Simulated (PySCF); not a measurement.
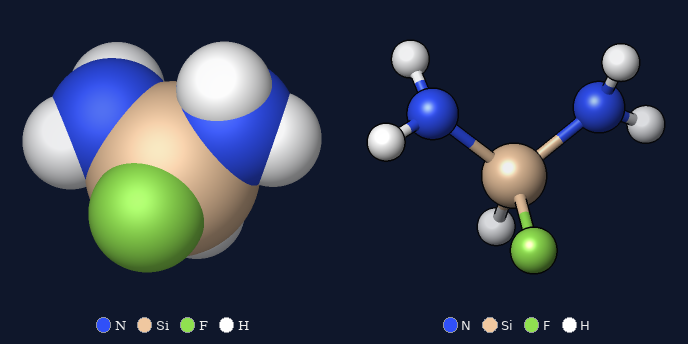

The same structure drawn twice, from different directions.

Computed geometry: PBE0-D3(BJ)/def2-SVP optimisation. No frequency run is at hand to confirm it as a minimum.

Identify the structure.

It has 9 atoms: 1 fluorine, 5 hydrogen, 2 nitrogen and 1 silicon (FH5N2Si). Its SMILES string is `N[SiH](N)F`. It has no ring. Among its groups: Si–H bond, Si–N bond. Coordination, clear cases only: 1 Si tetrahedral.

More results for the same structure follow; atom numbers are the same in all pictures, views and colours differ.

**Geometry**

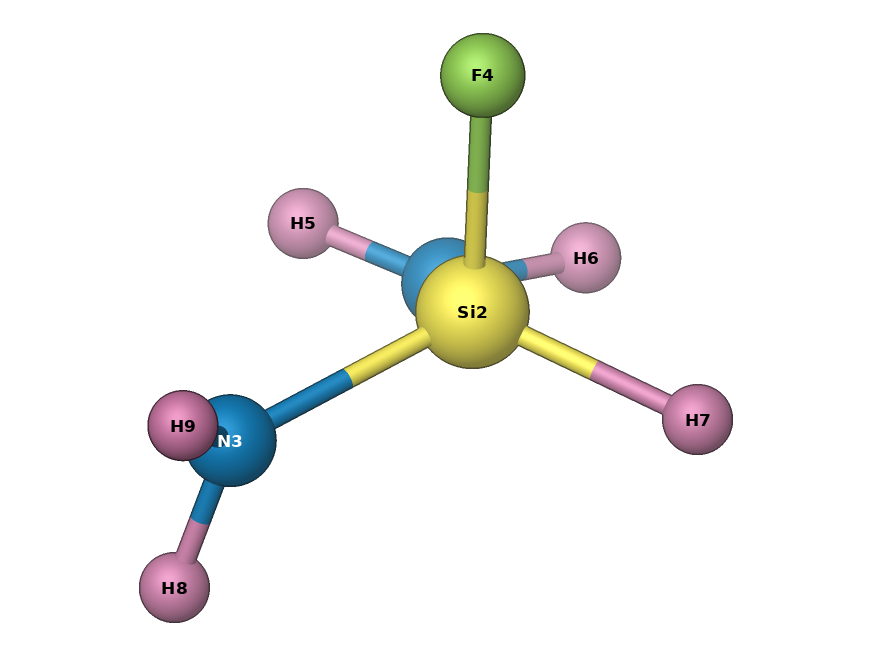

N1 lies behind Si2. The molecule seen nearly along the Si2–N1 bond, Si2 in front. Distant atoms are faded towards the background colour. No frequency run is at hand to confirm it as a minimum.

**What is the torsion angle F4–Si2–N1–H5? The sign is positive where the front bond must turn clockwise to cover the back bond.**

−69°, synclinal (gauche).

**Excitation**

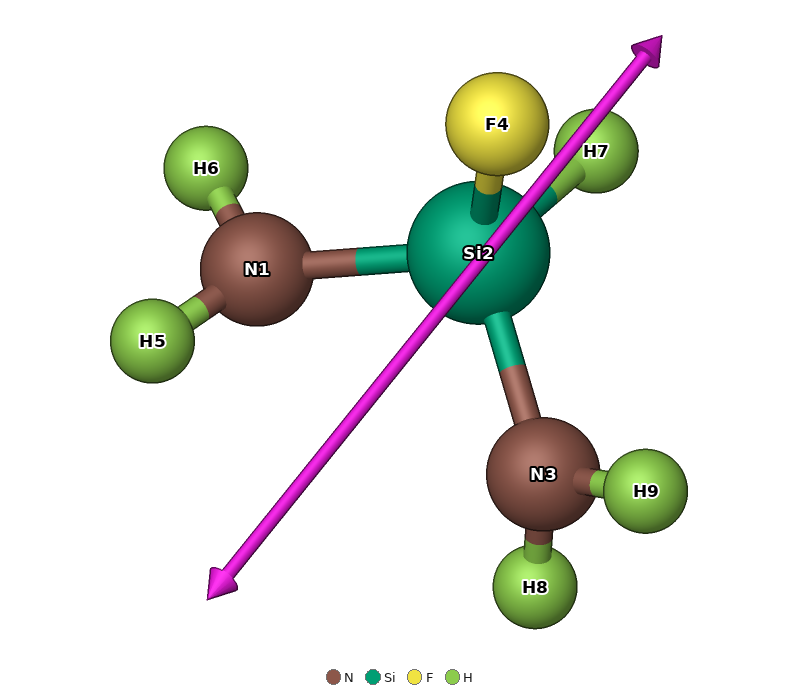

The double arrow shows the direction of the transition dipole to excited singlet state 9 (its length means nothing). No frequency run is at hand to confirm it as a minimum. Level of theory: TDDFT B3LYP/def2-SVPD, vertical, gas phase, core orbitals frozen in the response (PySCF 2.14.0).

**Give its energy, strength and character.**

8.53 eV (145 nm), oscillator strength 0.062, of mixed character, with the largest part HOMO → LUMO+4 (weight 0.45); transition dipole 1.39 D.

**NMR shielding**

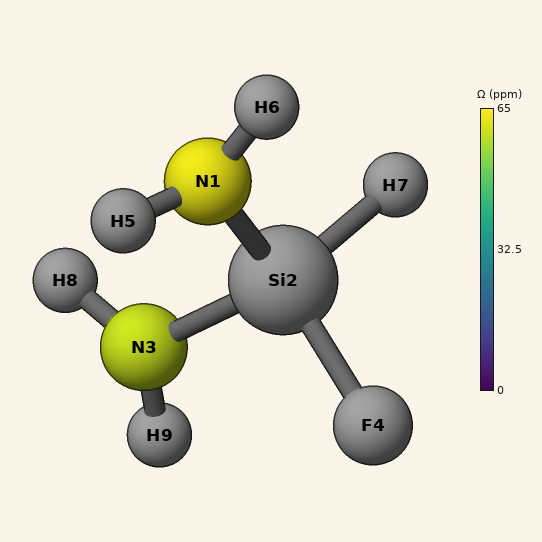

The N atoms are coloured by the span of their shielding tensor. No frequency run is at hand to confirm it as a minimum. Properties computed with GIAO CAM-B3LYP/pcSseg-2 NMR shielding, non-relativistic, gas phase (PySCF 2.14.0). Principal shieldings σ11 ≤ σ22 ≤ σ33, span Ω = σ33 − σ11, skew κ = 3(σiso − σ22)/Ω.

Give the shielding tensors of the N atoms.

```tsv
atom	σ11	σ22	σ33	σiso	Ω	κ
N1	200.3	204.8	263.1	222.7	62.8	0.86
N3	205.5	242.4	265.0	237.6	59.4	−0.24
```

Shieldings and span in ppm.

**Core levels**

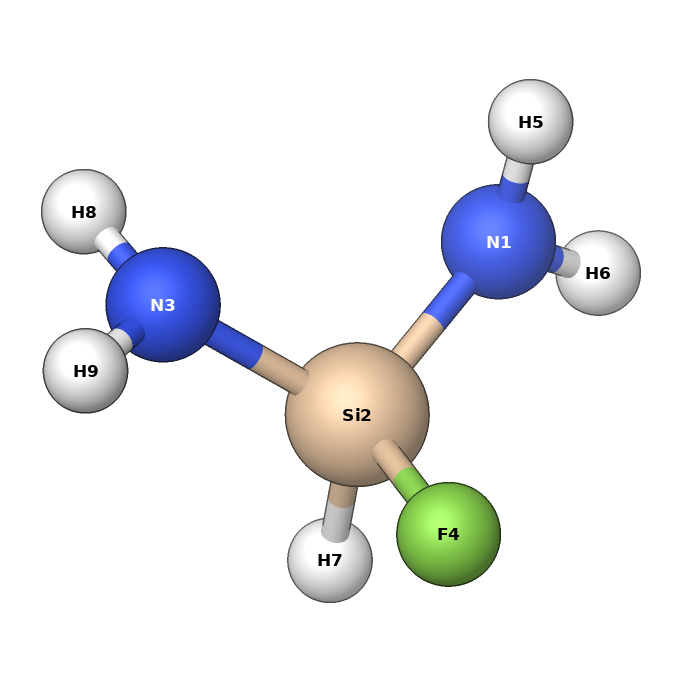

No frequency run is at hand to confirm it as a minimum. Method: delta-SCF UKS SCAN, pcX-2 on the ionised atom, pcseg-1 elsewhere, spin-free X2C (PySCF 2.14.0).

Give the core-electron binding energies (to vacuum; p and d levels without spin–orbit splitting) of N1 1s, Si2 1s, Si2 2p, F4 1s.

```
atom  level  binding energy (eV)
  N1     1s                405.0
 Si2     1s               1848.0
 Si2     2p                108.1
  F4     1s                691.8
```
